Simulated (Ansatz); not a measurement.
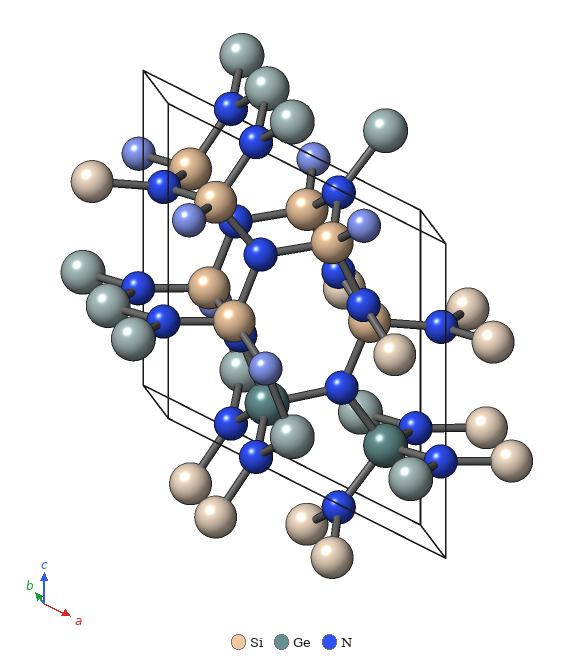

Ball-and-stick model, viewed slightly off an axis. The outline marks the conventional unit cell. The bonded neighbours beyond the faces are included, in fainter colours.

Si2GeN4, space group Pm (No. 6), a = 7.727 Å, b = 2.962 Å, c = 7.751 Å, α = 90.00°, β = 119.69°, γ = 90.00°. The model was built from a structure type filled with these elements by a generator (whether the compound takes this form wasn't checked). Earlier steps of the study, as a rule a relaxation of our own, may have changed the cell and positions, so they can lie some per cent off the listed ones. It went into a calculation with Ansatz.

This one geometry was computed with Ansatz (DFT, plane waves, PAW) at five levels of theory: PBE, PBE0, PBE with spin-orbit coupling, HSE06 and r2SCAN. It was relaxed beforehand with r2SCAN.

> Which level gives the highest pressure at this volume, and what does that say about its equilibrium volume?

Highest: PBE (6.0 GPa) and PBE with spin-orbit coupling (5.9 GPa), which points to the largest equilibrium volume. Lowest, with the smallest volume: PBE0 (-0.8 GPa) and HSE06 (-0.6 GPa). Levels within 0.5 GPa of each other can't be told apart.

> How does the band gap change with the level of theory?

PBE with spin-orbit coupling: a gap of 3.74 eV, indirect; PBE: a gap of 3.74 eV, indirect; r2SCAN: a gap of 4.27 eV, indirect; HSE06: a gap of 5.26 eV, indirect; PBE0: a gap of 6.01 eV, indirect.

> Collect the results in a table.

| level | cutoff (eV) | k-mesh of the run's cell | gap (eV) | pressure (GPa) |
| --- | --- | --- | --- | --- |
| PBE | 420 | 4×8×4 | 3.74 | 6.0 |
| PBE0 | 420 | 2×6×2 | 6.01 | -0.8 |
| PBE with spin-orbit coupling | 420 | 4×8×4 | 3.74 | 5.9 |
| HSE06 | 420 | 2×6×2 | 5.26 | -0.6 |
| r2SCAN | 500 | 4×8×4 | 4.27 | 0.0 |

Gaps are taken on the k-mesh or band path of each run.
